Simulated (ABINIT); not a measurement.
**CdS (Greenockite): G0W0 with ABINIT, start to end**

How does a plane-wave GW calculation on CdS (Greenockite) run from the first input to the gap?

Main program and level: ABINIT 10.8.3; PBE and many-body steps on it, plane waves.

The database entry behind the starting cell differs from later determinations by our own check (about 0.35 % long), so it need not match the best structure at ambient conditions.

### Step 1. The structure

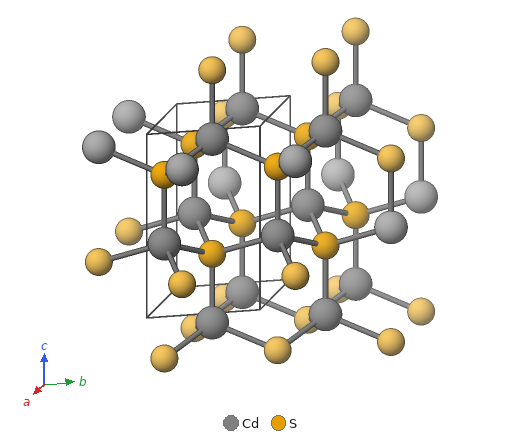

Start, viewed slightly off an axis; cadmium grey, sulfur orange. 2×2×1 cells are drawn. Some periodic images of atoms are drawn too.

The cell and positions come from the Crystallography Open Database and are kept as given unless a step says otherwise.

### Step 2. Ground state

This step: ABINIT 10.8.3; DFT, PBE, plane waves, norm-conserving pseudopotentials.

The ground-state density comes first.

Contents of run.abi:

```
acell 3*1.0 Angstrom
rprim 
  4.149999999997 0.000000000001 0.000000000000
  -2.074999999999 3.594005425702 0.000000000000
  0.000000000000 0.000000000000 6.737000000000
ntypat 2
znucl 48 16
natom 4
typat 1 1 2 2
xred 
  0.333333333333 0.666666666667 0.000000000000
  0.666666666667 0.333333333333 0.500000000000
  0.333333333333 0.666666666667 0.375000000000
  0.666666666667 0.333333333333 0.875000000000
pp_dirpath "pseudos"
pseudos "Cd.upf, S.upf"
ecut 47
ngkpt 3 3 4
nshiftk 1
shiftk 0 0 0
kptopt 1
chksymbreak 0
nband 32
occopt 1
tolvrs 1e-08
nstep 60
prtwf 0
optforces 0
optstress 0
indata_prefix "in"
outdata_prefix "out"
tmpdata_prefix "tmp"
```

The run is started by

```console
$ OMP_NUM_THREADS=1 mpirun -n 8 abinit run.abi > log
```

Numbers of over 12 decimals in the logs are rounded to 6 here.

The log of the run:

```text
.Version 10.8.3 of ABINIT. v10.8.2 released Aug 2026.

 Symmetries : space group P6_3 m c (#186); Bravais hP (primitive hexag.)
================================================================================
 Values of the parameters that define the memory need of the present run
     intxc =       0    ionmov =       0      iscf =       7    lmnmax =       6
     lnmax =       6     mgfft =      80  mpssoang =       3    mqgrid =    3929
     natom =       4  nloc_mem =       1    nspden =       1   nspinor =       1
    nsppol =       1      nsym =      12    n1xccc =    2501    ntypat =       2
    occopt =       1   xclevel =       2
-    mband =          32        mffmem =           1         mkmem =           2
       mpw =       10458          nfft =      200000          nkpt =           9
================================================================================
  Rough estimation (10% accuracy) of disk space for files :
================================================================================

--------------------------------------------------------------------------------
------------- Echo of variables that govern the present computation ------------
--------------------------------------------------------------------------------
 -outvars: echo values of preprocessed input variables --------
            acell      1.8897261259E+00  1.8897261259E+00  1.8897261259E+00 Bohr

      chksymbreak           0
             ecut      4.70000000E+01 Hartree
-          fftalg         312

              ixc     -101130
              kpt      0.00000000E+00  0.00000000E+00  0.00000000E+00
                       3.33333333E-01  0.00000000E+00  0.00000000E+00
                       3.33333333E-01  3.33333333E-01  0.00000000E+00
                       0.00000000E+00  0.00000000E+00  2.50000000E-01
                       3.33333333E-01  0.00000000E+00  2.50000000E-01
                       3.33333333E-01  3.33333333E-01  2.50000000E-01
                       0.00000000E+00  0.00000000E+00  5.00000000E-01
                       3.33333333E-01  0.00000000E+00  5.00000000E-01
                       3.33333333E-01  3.33333333E-01  5.00000000E-01
         kptrlatt        3    0    0      0    3    0      0    0    4
          kptrlen      2.35270903E+01
P           mkmem           2
            natom           4
            nband          32
            ngfft          50      50      80
             nkpt           9
            nstep          60
             nsym          12
           ntypat           2
              occ      2.000000  2.000000  2.000000  2.000000  2.000000  2.000000
                       2.000000  2.000000  2.000000  2.000000  2.000000  2.000000
                       2.000000  2.000000  2.000000  2.000000  2.000000  2.000000
                       2.000000  2.000000  2.000000  2.000000  2.000000  2.000000
                       2.000000  2.000000  0.000000  0.000000  0.000000  0.000000
                       0.000000  0.000000
        optforces           0
        optstress           0
            prtwf           0
            rprim      4.1500000000E+00  1.0000000000E-12  0.0000000000E+00
                      -2.0750000000E+00  3.5940054257E+00  0.0000000000E+00
                       0.0000000000E+00  0.0000000000E+00  6.7370000000E+00
          spgroup         186

           tolvrs      1.00000000E-08

             xred      3.3333333333E-01  6.6666666667E-01  0.0000000000E+00
[...]
znucl       48.00000   16.00000

================================================================================

 chkinp: Checking input parameters for consistency.

================================================================================
== DATASET  1 ==================================================================
-   mpi_nproc: 8, omp_nthreads: 1 (-1 if OMP is not activated)
-    --> not optimal distribution: autoparal keyword recommended in input file <--

--- !DatasetInfo
iteration_state: {dtset: 1, }
dimensions: {natom: 4, nkpt: 9, mband: 32, nsppol: 1, nspinor: 1, nspden: 1, mpw: 10458, }
cutoff_energies: {ecut:  47.0, pawecutdg:  -1.0, }
electrons: {nelect:   5.20000000E+01, charge:   0.00000000E+00, occopt:   1.00000000E+00, tsmear:   1.00000000E-02, }

 Real(R)+Recip(G) space primitive vectors, cartesian coordinates (Bohr,Bohr^-1):
 R(1)=  7.8423634  0.0000000  0.0000000  G(1)=  0.1275126  0.0736194  0.0000000
 R(2)= -3.9211817  6.7916859  0.0000000  G(2)=  0.0000000  0.1472388  0.0000000
 R(3)=  0.0000000  0.0000000 12.7310849  G(3)=  0.0000000  0.0000000  0.0785479
 Unit cell volume ucvol=  6.7809411E+02 bohr^3
 Angles (23,13,12)=  9.00000000E+01  9.00000000E+01  1.20000000E+02 degrees

 getcut: wavevector=  0.0000  0.0000  0.0000  ngfft=  50  50  80
         ecut(hartree)=     47.000   => boxcut(ratio)=   2.03615

--- Pseudopotential description ------------------------------------------------
- Cd Generated using ONCVPSP code by D. R. Hamann
- 48.00000  20.00000  171031                  znucl, zion, pspdat
12 -101130 2 -1 1368                          pspcod,pspxc,lmax,lloc,mmax
     nproj     2     2     2
  pspatm : epsatm=   23.16453630
         --- l  ekb(1:nproj) -->
[...]
pspatm: atomic psp has been read  and splines computed

- S Generated using ONCVPSP code by D. R. Hamann
- 16.00000   6.00000  171031                  znucl, zion, pspdat
12 -101130 2 -1 1146                          pspcod,pspxc,lmax,lloc,mmax
     nproj     2     2     2
  pspatm : epsatm=    9.01821529
         --- l  ekb(1:nproj) -->
[...]
pspatm: atomic psp has been read  and splines computed

   3.34700617E+03                                ecore*ucvol(ha*bohr**3)
--------------------------------------------------------------------------------

_setup2: Arith. and geom. avg. npw (full set) are   10433.861   10433.852

================================================================================

--- !BeginCycle
iteration_state: {dtset: 1, }
solver: {iscf: 7, nstep: 60, nline: 4, wfoptalg: 0, }
tolerances: {tolvrs: 1.00E-08, }

     iter   Etot(hartree)      deltaE(h)  residm     vres2
 ETOT  1  -367.30567352792    -3.673E+02 2.126E+00 1.340E+04
 ETOT  2  -369.94154978681    -2.636E+00 4.641E-02 2.174E+04
 ETOT  3  -372.48329007524    -2.542E+00 1.449E-02 2.859E+03
 ETOT  4  -372.70873004552    -2.254E-01 1.904E-02 1.029E+03
 ETOT  5  -372.81274316772    -1.040E-01 1.922E-02 1.458E+02
 ETOT  6  -372.83051020116    -1.777E-02 2.959E-03 5.248E-01
 ETOT  7  -372.83030987247     2.003E-04 3.011E-03 2.634E+00
 ETOT  8  -372.83064778223    -3.379E-04 7.972E-04 3.954E-02
 ETOT  9  -372.83065005669    -2.274E-06 1.328E-03 2.404E-02
 ETOT 10  -372.83065328813    -3.231E-06 1.959E-04 2.885E-05
 ETOT 11  -372.83065329533    -7.204E-09 1.334E-03 4.702E-07
 ETOT 12  -372.83065329542    -8.680E-11 2.004E-04 3.563E-08
 ETOT 13  -372.83065329544    -1.631E-11 3.770E-04 3.030E-09

 At SCF step   13       vres2   =  3.03E-09 < tolvrs=  1.00E-08 =>converged.

--- !ResultsGS
iteration_state: {dtset: 1, }
comment   : Summary of ground state results
lattice_vectors:
- [  7.8423634,   0.0000000,   0.0000000, ]
- [ -3.9211817,   6.7916859,   0.0000000, ]
- [  0.0000000,   0.0000000,  12.7310849, ]
lattice_lengths: [   7.84236,    7.84236,   12.73108, ]
lattice_angles: [ 90.000,  90.000, 120.000, ] # degrees, (23, 13, 12)
lattice_volume:   6.7809411E+02
convergence: {deltae: -1.631E-11, res2:  3.030E-09, residm:  3.770E-04, diffor:  0.000E+00, }
etotal    :  -3.72830653E+02
entropy   :   0.00000000E+00
fermie    :   1.56514680E-01
cartesian_stress_tensor: null
pressure_GPa: null
xred      :
- [  3.3333E-01,   6.6667E-01,   0.0000E+00, Cd]
- [  6.6667E-01,   3.3333E-01,   5.0000E-01, Cd]
- [  3.3333E-01,   6.6667E-01,   3.7500E-01,  S]
- [  6.6667E-01,   3.3333E-01,   8.7500E-01,  S]
cartesian_forces: null
force_length_stats: {min: null, max: null, mean: null, }

 Integrated electronic density in atomic spheres:
 ------------------------------------------------
 Atom  Sphere_radius  Integrated_density
[...]
4        2.00000          3.91657952
================================================================================

 ----iterations are completed or convergence reached----

 Mean square residual over all n,k,spin=   19.554E-07; max=  37.696E-05
 reduced coordinates (array xred) for    4 atoms
       0.333333333333      0.666666666667      0.000000000000
       0.666666666667      0.333333333333      0.500000000000
       0.333333333333      0.666666666667      0.375000000000
       0.666666666667      0.333333333333      0.875000000000
 rms dE/dt=  0.0000E+00; max dE/dt=  0.0000E+00; dE/dt below (all hartree)
    1       0.000000000000      0.000000000000      0.000000000000
    2       0.000000000000      0.000000000000      0.000000000000
    3       0.000000000000      0.000000000000      0.000000000000
    4       0.000000000000      0.000000000000      0.000000000000

 cartesian coordinates (angstrom) at end:
    1     -3.3e-13     2.396004     0.000000
    2      2.075000     1.198002     3.368500
    3     -3.3e-13     2.396004     2.526375
    4      2.075000     1.198002     5.894875
 length scales=  1.889726125908  1.889726125908  1.889726125908 bohr
              =  1.000000000000  1.000000000000  1.000000000000 angstroms
 prteigrs : about to open file out_EIG
 Fermi (or HOMO) energy (hartree) =   0.15651   Average Vxc (hartree)=  -0.34087
 Eigenvalues (hartree) for nkpt=   9  k points:
 kpt#   1, nband= 32, wtk=  0.02778, kpt=  0.0000  0.0000  0.0000 (reduced coord)
  -3.56875   -3.56875   -2.13798   -2.13796   -2.13786   -2.13786   -2.13785   -2.13785
  -0.29514   -0.27942   -0.12671   -0.12578   -0.12578   -0.12266   -0.12266   -0.11137
  -0.11137   -0.10811   -0.10811   -0.09572   -0.00312    0.12868    0.12868    0.15463
   0.15651    0.15651    0.19970    0.25808    0.39306    0.39306    0.40510    0.43361
 prteigrs : prtvol=0 or 1, do not print more k-points.

--- !EnergyTerms
iteration_state     : {dtset: 1, }
comment             : Components of total free energy in Hartree
kinetic             :  1.30808993806961E+02
hartree             :  1.31110141488820E+02
xc                  : -5.48465640807827E+01
Ewald energy        : -1.97799265838709E+02
psp_core            :  4.93590210809704E+00
local_psp           : -3.98525984943107E+02
non_local_psp       :  1.14861241632848E+01
total_energy        : -3.72830653295436E+02
total_energy_eV     : -1.01452389111635E+04
band_energy         : -4.23178547718407E+01

== END DATASET(S) ==============================================================
================================================================================

 -outvars: echo values of variables after computation  --------
           etotal     -3.7283065330E+02
            nband          32
             nkpt           9
          spgroup         186
 [... the other variables as echoed above ...]

 Calculation completed.
```

Elapsed: 37 s, on 8 MPI ranks of Arm Neoverse V1, shared host; peak memory 0.86 GiB.

This step gave:

```
total energy               : -10145.2389 eV
gap                        : 1.175 eV
k of the valence top       : 0, 0, 0
k of the conduction bottom : 0, 0, 0
least direct gap           : 1.175 eV
```

The gap is direct, at Γ.

(Continued in part 2 of 3.)

[Paths, hosts, dates, memory and timing lines, banners, echoed tables and standing remarks are left out of the program output.]

[Logs are printed without paths, hosts, clocks, repeated set-up lines and the standing remarks that a program may print on its own settings, such as how far it seeks lower states.]

[Runs of the session that timed out or met a known fault of the program may be left out.]

[Hosts, paths, dates, database ids (printed as entryN), source tags and the programs' standing remarks are cut or masked in the printed files.]

[G0W0 gaps are taken among the corrected bands and points alone; a level outside them can change the order at an edge.]

[Where Ansatz stands beside ABINIT at settings called matched, ABINIT's density can come from a denser mesh and the files from another edition; pairs whose starting gaps differed by over 0.03 eV were left out, so agreement reads better than it is.]
